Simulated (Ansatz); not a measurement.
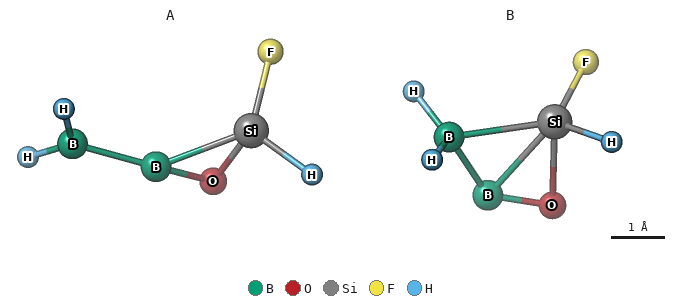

Two geometries of B$_{2}$SiH$_{3}$OF, drawn at one scale. One is the start of a relaxation, the other its converged end. The picture is a ball-and-stick view, seen at a tilt.

Level of theory: Ansatz 0.2.0, RKS PBE/def2-SVP. Set-up: no spin polarisation; force threshold 0.015 eV/Å; at most 40 steps.

Question: Which one is relaxed?

Answer: Structure B is the relaxed one. The run prepares an end point of a later path (torsion) calculation, from a guessed geometry. The atom that moves furthest after the best rigid fit is an H atom (1.53 Å). Largest moves by element: H 1.53 Å, B 0.81 Å, Si 0.72 Å, F 0.62 Å, O 0.47 Å. Near-neighbour distances that change, for instance: B–Si 3.424 → 2.042 Å, O–Si 1.672 → 1.947 Å, B–O 1.493 → 1.286 Å, B–H 1.110 → 1.218 Å. Bond angles that change, for instance: B–B–Si 139.9° → 65.8°, B–B–O 151.8° → 132.4°, B–Si–O 47.9° → 37.3°. Over 19 accepted moves (21 points after the start) the energy falls by 2.366 eV. The largest force component goes from 3.7 to 0.0072 eV/Å. The line search rejected the trial steps at points 8, 17 of the run. The run took 56 s on 1 thread of Arm Neoverse V2, with other jobs on the host, peak memory 0.14 GiB.
